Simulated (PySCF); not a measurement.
# BH3Cl− (SMILES [BH3-]Cl) at CCSDT(Q)/STO-6G

What is the energy change on altering one bond length of BH3Cl− at CCSDT(Q)/STO-6G? Input form: a Python script.

Program for the calculation: PySCF 2.14.0.

9 further runs of the same task are left out: 1 that didn't finish, 8 set aside as unsound or not needed.

## Step 1: The system as given

The species is BH3Cl− (5 atoms), meant as a singlet with charge -1. As SMILES, `[BH3-]Cl`. The shape is that of a GFN2-xTB optimisation.

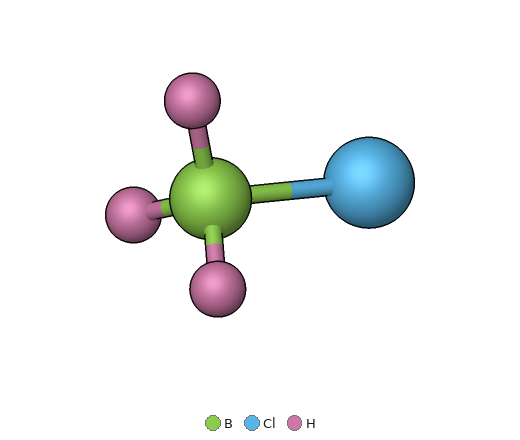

The structure, seen from a chosen angle (boron green, chlorine blue, hydrogen pink).

## Step 2: A single-point energy at CCSDT(Q)/STO-6G

Input file job.py:

```python
# [BH3-]Cl
from pyscf import gto, cc

mol = gto.M(
    atom='''
B    0.082390  -0.047870   0.135930
Cl  -0.845860   0.496450  -1.396970
H    1.223080  -0.254620  -0.203070
H   -0.460100  -1.051350   0.532730
H    0.000500   0.857390   0.931390
''',
    verbose=4,
    spin=0,
    basis='sto-6g',
    charge=-1,
    max_memory=1860,
)

calc0 = mol.RHF()
calc0.conv_tol = 1e-10
calc0.kernel()
if not calc0.converged:
    calc0 = calc0.newton().run(calc0.mo_coeff, calc0.mo_occ)

mycc = cc.CCSDT(calc0, frozen=6)
mycc.kernel()
e_bracket, e_q = mycc.ccsdt_q()
etot = mycc.e_tot + e_q
print('Final energy', etot)
```

On the command line:

```
OMP_NUM_THREADS=1 python job.py
```

The program printed:

```text
PySCF version 2.14.0

[INPUT] num. atoms = 5
[INPUT] num. electrons = 26
[INPUT] charge = -1
[INPUT] spin (= nelec alpha-beta = 2S) = 0
[INPUT] symmetry False subgroup None
[INPUT] Mole.unit = angstrom
[INPUT] Symbol           X                Y                Z      unit          X                Y                Z       unit  Magmom
[INPUT]  1 B      0.082390000000  -0.047870000000   0.135930000000 AA    0.155694535403  -0.090461189583   0.256870472112 Bohr   0.0
[INPUT]  2 Cl    -0.845860000000   0.496450000000  -1.396970000000 AA   -1.598443739725   0.938154534540  -2.639890704234 Bohr   0.0
[INPUT]  3 H      1.223080000000  -0.254620000000  -0.203070000000 AA    2.311286228433  -0.481162065837  -0.383746684115 Bohr   0.0
[INPUT]  4 H     -0.460100000000  -1.051350000000   0.532730000000 AA   -0.869462989912  -1.986763561061   1.006713798340 Bohr   0.0
[INPUT]  5 H      0.000500000000   0.857390000000   0.931390000000 AA    0.000944863062   1.620232281941   1.760072015159 Bohr   0.0

nuclear repulsion = 42.1597479533802
number of shells = 11
number of NR pGTOs = 102
number of NR cGTOs = 17
basis = sto-6g
ecp = {}

******** <class 'pyscf.scf.hf.RHF'> ********
method = RHF
initial guess = minao
damping factor = 0
level_shift factor = 0
DIIS = <class 'pyscf.scf.diis.CDIIS'>
diis_start_cycle = 1
diis_space = 8
diis_damp = 0
SCF conv_tol = 1e-10
SCF conv_tol_grad = None
SCF max_cycles = 50
direct_scf = True
direct_scf_tol = 1e-13
Set gradient conv threshold to 1e-05
Initial guess from minao.
init E= -483.940407562736
  HOMO = -0.313857747827429  LUMO = 0.329241309616763  gap/eV = 17.49962
cycle= 1 E= -484.307282403193  delta_E= -0.367  |g|= 0.176  |ddm|= 2.17
  HOMO = -0.0629269836683101  LUMO = 0.767469094814079  gap/eV = 22.59623
cycle= 2 E= -484.323128292245  delta_E= -0.0158  |g|= 0.0441  |ddm|= 0.329
  HOMO = -0.0800320204525357  LUMO = 0.770036134452006  gap/eV = 23.13153
cycle= 3 E= -484.324192748296  delta_E= -0.00106  |g|= 0.0024  |ddm|= 0.103
  HOMO = -0.0801800244120159  LUMO = 0.767837560913563  gap/eV = 23.07573
cycle= 4 E= -484.32419622232  delta_E= -3.47e-06  |g|= 0.000369  |ddm|= 0.00577
  HOMO = -0.0801474817599344  LUMO = 0.768110407385396  gap/eV = 23.08227
cycle= 5 E= -484.32419629683  delta_E= -7.45e-08  |g|= 3.51e-05  |ddm|= 0.000895
  HOMO = -0.0801561064806197  LUMO = 0.768092655765208  gap/eV = 23.08202
cycle= 6 E= -484.32419629744  delta_E= -6.1e-10  |g|= 4.22e-06  |ddm|= 7.79e-05
  HOMO = -0.0801577331741165  LUMO = 0.768091429689389  gap/eV = 23.08204
cycle= 7 E= -484.324196297451  delta_E= -1.07e-11  |g|= 3.25e-07  |ddm|= 9.99e-06
  HOMO = -0.0801578735555309  LUMO = 0.768091416625534  gap/eV = 23.08204
Extra cycle  E= -484.32419629745  delta_E= 2.27e-13  |g|= 8.28e-08  |ddm|= 5.76e-07
converged SCF energy = -484.32419629745

******** <class 'pyscf.cc.rccsdt.RCCSDT'> ********
RCCSDT nocc = 7, nmo = 11
Allocating only the i<=j<=k part of the T3 amplitude in memory
frozen orbitals 6
max_cycle = 50
conv_tol = 1e-07
conv_tol_normt = 1e-06
diis with the T3 amplitude
diis_space = 6
diis_start_cycle = 0
diis_start_energy_diff = 1e+09
einsum_backend: numpy
_make_eris_incore_RCCSDT
blksize  7    blksize_oovv  4    blksize_oooo  4    blksize_vvvv  1

WARN: A large `blksize` is being used, which may cause large memory consumption
      for storing contraction intermediates. If memory is sufficient, consider using
      `pyscf.cc.rccsdt_highm.RCCSDT` instead.

Approximate memory usage estimate
    T3 memory                42.0 KB
    R3 memory                42.0 KB
    Symmetrized T3 memory    28.0 KB
    ERIs memory               114 KB
    T1-ERIs memory            114 KB
    Intermediates memory      114 KB
    Block workspace          88.0 KB
    T3 einsum buffer         88.0 KB
Total estimated memory        631 KB
Init t2, MP2 energy = -484.369360265428  E_corr(MP2) -0.045163967978
Init E_corr(RCCSDT) = -0.0451639679775899
cycle =  1  E_corr(RCCSDT) = -0.057043376117  dE = -1.187940813948e-02  norm(d tamps) = 4.18898615e-02
cycle =  2  E_corr(RCCSDT) = -0.061326928016  dE = -4.283551899152e-03  norm(d tamps) = 1.54513248e-02
cycle =  3  E_corr(RCCSDT) = -0.063732935922  dE = -2.406007905862e-03  norm(d tamps) = 6.03663475e-03
cycle =  4  E_corr(RCCSDT) = -0.063829101642  dE = -9.616571984045e-05  norm(d tamps) = 7.65054862e-04
cycle =  5  E_corr(RCCSDT) = -0.063824722686  dE =  4.378955783813e-06  norm(d tamps) = 3.03362044e-04
cycle =  6  E_corr(RCCSDT) = -0.063823740406  dE =  9.822803934967e-07  norm(d tamps) = 4.66126934e-05
cycle =  7  E_corr(RCCSDT) = -0.063823618453  dE =  1.219531350766e-07  norm(d tamps) = 1.30030466e-05
cycle =  8  E_corr(RCCSDT) = -0.063823654325  dE = -3.587243234404e-08  norm(d tamps) = 2.79495174e-06
cycle =  9  E_corr(RCCSDT) = -0.063823661489  dE = -7.164003071325e-09  norm(d tamps) = 9.16883026e-07
RCCSDT converged
E(RCCSDT) = -484.3880199589395   E_corr = -0.06382366148904801
E_corr(same-spin) = -0.00174237606280158
E_corr(oppo-spin) = -0.0620812854262464
_make_eris_incore_RCCSDT
[Q] correction =  3.945057270998e-05    (Q) correction =  3.094778408533e-05
Final energy -484.3879890111554
```

Run time: 1.7 s. Hardware: 1 thread of Arm Neoverse V1, shared host; peak memory 0.12 GiB.

## Step 3: The distorted shape, same level

Input file calc.py:

```python
from pyscf import gto, cc

molecule = gto.M(
    atom='''
B      0.279498    -1.459056    -0.945725
Cl    -1.474640    -0.430440    -3.842486
H      2.435090    -1.849757    -1.586342
H     -0.745659    -3.355358    -0.195881
H      0.000945     1.620232     1.760072
''',
    charge=-1,
    max_memory=1860,
    verbose=4,
    basis='sto-6g',
    unit='bohr',
)

mf = molecule.RHF()
mf.conv_tol = 1e-10
mf.kernel()
if not mf.converged:
    mf = mf.newton().run(mf.mo_coeff, mf.mo_occ)

mycc = cc.CCSDT(mf, frozen=6)
mycc.kernel()
e_bracket, e_q = mycc.ccsdt_q()
energy = mycc.e_tot + e_q
print('E = %.10f Eh' % energy)
```

On the command line:

```
OMP_NUM_THREADS=1 python calc.py
```

The program printed:

```text
PySCF version 2.14.0

[INPUT] num. atoms = 5
[INPUT] num. electrons = 26
[INPUT] charge = -1
[INPUT] spin (= nelec alpha-beta = 2S) = 0
[INPUT] symmetry False subgroup None
[INPUT] Mole.unit = bohr
[INPUT] Symbol           X                Y                Z      unit          X                Y                Z       unit  Magmom
[INPUT]  1 B      0.147903972098  -0.772099184656  -0.500456117797 AA    0.279498000000  -1.459056000000  -0.945725000000 Bohr   0.0
[INPUT]  2 Cl    -0.780345882311  -0.227779038668  -2.033356024479 AA   -1.474640000000  -0.430440000000  -3.842486000000 Bohr   0.0
[INPUT]  3 H      1.288594134539  -0.978849250140  -0.839456035125 AA    2.435090000000  -1.849757000000  -1.586342000000 Bohr   0.0
[INPUT]  4 H     -0.394585749917  -1.775578988078  -0.103655761252 AA   -0.745659000000  -3.355358000000  -0.195881000000 Bohr   0.0
[INPUT]  5 H      0.000500072464   0.857389850803   0.931389991978 AA    0.000945000000   1.620232000000   1.760072000000 Bohr   0.0

nuclear repulsion = 40.2013115789437
number of shells = 11
number of NR pGTOs = 102
number of NR cGTOs = 17
basis = sto-6g
ecp = {}

******** <class 'pyscf.scf.hf.RHF'> ********
method = RHF
initial guess = minao
damping factor = 0
level_shift factor = 0
DIIS = <class 'pyscf.scf.diis.CDIIS'>
diis_start_cycle = 1
diis_space = 8
diis_damp = 0
SCF conv_tol = 1e-10
SCF conv_tol_grad = None
SCF max_cycles = 50
direct_scf = True
direct_scf_tol = 1e-13
Set gradient conv threshold to 1e-05
Initial guess from minao.
init E= -483.638009008146
  HOMO = -0.177301577386165  LUMO = 0.129439315518278  gap/eV = 8.34684
cycle= 1 E= -484.096769185358  delta_E= -0.459  |g|= 0.229  |ddm|= 2.21
  HOMO = 0.0350070765781676  LUMO = 0.490016748606134  gap/eV = 12.38144
cycle= 2 E= -484.128958747244  delta_E= -0.0322  |g|= 0.0812  |ddm|= 0.536
  HOMO = 0.0210060493336883  LUMO = 0.52078112085636  gap/eV = 13.59957
cycle= 3 E= -484.132085777648  delta_E= -0.00313  |g|= 0.0231  |ddm|= 0.151
  HOMO = 0.018502413895981  LUMO = 0.516603657423884  gap/eV = 13.55403
cycle= 4 E= -484.132445993698  delta_E= -0.00036  |g|= 0.0022  |ddm|= 0.0541
  HOMO = 0.0196882200589577  LUMO = 0.516851517428248  gap/eV = 13.52850
cycle= 5 E= -484.132450320379  delta_E= -4.33e-06  |g|= 0.000358  |ddm|= 0.00604
  HOMO = 0.0195699258424474  LUMO = 0.516931519254149  gap/eV = 13.53390
cycle= 6 E= -484.132450453552  delta_E= -1.33e-07  |g|= 5.11e-05  |ddm|= 0.00117
  HOMO = 0.0195889424320975  LUMO = 0.516921270118546  gap/eV = 13.53310
cycle= 7 E= -484.132450455963  delta_E= -2.41e-09  |g|= 4.81e-06  |ddm|= 0.00017
  HOMO = 0.0195862308184873  LUMO = 0.51692245948042  gap/eV = 13.53321
cycle= 8 E= -484.132450455982  delta_E= -1.89e-11  |g|= 1.05e-06  |ddm|= 1.31e-05
  HOMO = 0.0195866511667089  LUMO = 0.516922381893168  gap/eV = 13.53319
Extra cycle  E= -484.132450455983  delta_E= -4.55e-13  |g|= 4.14e-07  |ddm|= 2.52e-06
converged SCF energy = -484.132450455983

******** <class 'pyscf.cc.rccsdt.RCCSDT'> ********
RCCSDT nocc = 7, nmo = 11
Allocating only the i<=j<=k part of the T3 amplitude in memory
frozen orbitals 6
max_cycle = 50
conv_tol = 1e-07
conv_tol_normt = 1e-06
diis with the T3 amplitude
diis_space = 6
diis_start_cycle = 0
diis_start_energy_diff = 1e+09
einsum_backend: numpy
_make_eris_incore_RCCSDT
blksize  7    blksize_oovv  4    blksize_oooo  4    blksize_vvvv  1

WARN: A large `blksize` is being used, which may cause large memory consumption
      for storing contraction intermediates. If memory is sufficient, consider using
      `pyscf.cc.rccsdt_highm.RCCSDT` instead.

Approximate memory usage estimate
    T3 memory                42.0 KB
    R3 memory                42.0 KB
    Symmetrized T3 memory    28.0 KB
    ERIs memory               114 KB
    T1-ERIs memory            114 KB
    Intermediates memory      114 KB
    Block workspace          88.0 KB
    T3 einsum buffer         88.0 KB
Total estimated memory        631 KB
Init t2, MP2 energy = -484.205204330548  E_corr(MP2) -0.072753874565
Init E_corr(RCCSDT) = -0.0727538745654513
cycle =  1  E_corr(RCCSDT) = -0.090822536086  dE = -1.806866152049e-02  norm(d tamps) = 9.22070165e-02
cycle =  2  E_corr(RCCSDT) = -0.101837121351  dE = -1.101458526472e-02  norm(d tamps) = 5.05451726e-02
cycle =  3  E_corr(RCCSDT) = -0.110343529060  dE = -8.506407708911e-03  norm(d tamps) = 2.74626642e-02
cycle =  4  E_corr(RCCSDT) = -0.111781669159  dE = -1.438140099404e-03  norm(d tamps) = 6.25161591e-03
cycle =  5  E_corr(RCCSDT) = -0.111491247602  dE =  2.904215566778e-04  norm(d tamps) = 1.55348955e-03
cycle =  6  E_corr(RCCSDT) = -0.111461449822  dE =  2.979778020976e-05  norm(d tamps) = 6.03370943e-04
cycle =  7  E_corr(RCCSDT) = -0.111490446009  dE = -2.899618671273e-05  norm(d tamps) = 1.53586955e-04
cycle =  8  E_corr(RCCSDT) = -0.111484127328  dE =  6.318681216311e-06  norm(d tamps) = 4.92514459e-05
cycle =  9  E_corr(RCCSDT) = -0.111486369705  dE = -2.242377316206e-06  norm(d tamps) = 1.50543302e-05
cycle = 10  E_corr(RCCSDT) = -0.111486076552  dE =  2.931531138811e-07  norm(d tamps) = 5.35862730e-06
cycle = 11  E_corr(RCCSDT) = -0.111486275811  dE = -1.992593897243e-07  norm(d tamps) = 1.98106942e-06
cycle = 12  E_corr(RCCSDT) = -0.111486313304  dE = -3.749327949498e-08  norm(d tamps) = 4.68160387e-07
RCCSDT converged
E(RCCSDT) = -484.243936769287   E_corr = -0.111486313304455
E_corr(same-spin) = -0.00286440982442732
E_corr(oppo-spin) = -0.108621903480028
_make_eris_incore_RCCSDT
[Q] correction =  3.856597121219e-04    (Q) correction =  3.094948894731e-04
E = -484.2436272744 Eh
```

Wall time 1.8 s (1 thread of Arm Neoverse V1, shared host); peak memory 0.12 GiB.

## Step 4: Summary of results

At CCSDT(Q)/STO-6G, 6 core orbitals frozen:

| quantity | value |
| --- | --- |
| first shape: total energy | -484.38799 Eh |
| first shape: HOMO energy (Hartree–Fock orbitals) | -2.18 eV |
| first shape: LUMO energy (Hartree–Fock orbitals) | 20.90 eV |
| first shape: HOMO–LUMO gap (to an unbound level, set by the basis) | 23.08 eV |
| first shape: correlation energy (6 core orbitals frozen) | -63.8 mEh |
| first shape: T1 diagnostic | 0.005 |
| distorted shape: total energy | -484.24363 Eh |
| distorted shape: HOMO energy (Hartree–Fock orbitals) | 0.53 eV |
| distorted shape: LUMO energy (Hartree–Fock orbitals) | 14.07 eV |
| distorted shape: HOMO–LUMO gap (to an unbound level, set by the basis) | 13.53 eV |
| distorted shape: correlation energy (6 core orbitals frozen) | -111.2 mEh |
| distorted shape: T1 diagnostic | 0.028 |
| energy change with the B1–H5 bond stretched from 1.208 to 2.174 Å | 3.928 eV |

What this shows: With the B1–H5 bond stretched from 1.208 to 2.174 Å the energy rises by 3.93 eV (379 kJ/mol). The first shape isn't relaxed at this level, so the change isn't measured from a minimum. The minimal basis adds a large error of its own. Mulliken charges (first shape) of the mean-field density run from -0.52 on Cl2 to +0.06 on B1; they depend strongly on the basis. The T1 diagnostic (distorted shape) of 0.028 is above the customary mark for such species, so a single reference may not serve. The HOMO (distorted shape) lies at positive energy, 0.53 eV: the electron is unbound at this level or held by a compact basis; values depend on the basis.
